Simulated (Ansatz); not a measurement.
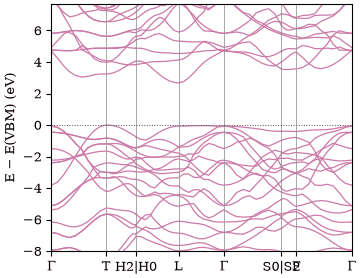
Figure: Band structure from r²SCAN (plane waves, PAW; program Ansatz)

Problem. Read off the gap and where the band edges lie.

Solution. About 2.7 eV (2.67 eV by a search for the band edges); maximum at T, minimum at L.

The material is B₆P in space group R-3m (No. 166; B on 18h, B on 18h, P on 6c).

The workflow started from a Materials Project entry (that database holds measured and hypothetical structures alike); the Crystallography Open Database copy checked does not list it. Its standing as an ambient phase is unchecked. The r²SCAN relaxation kept the symmetry of its start; its stability against distortions is not shown here.

Potentials: the later of the program's two PAW sets.
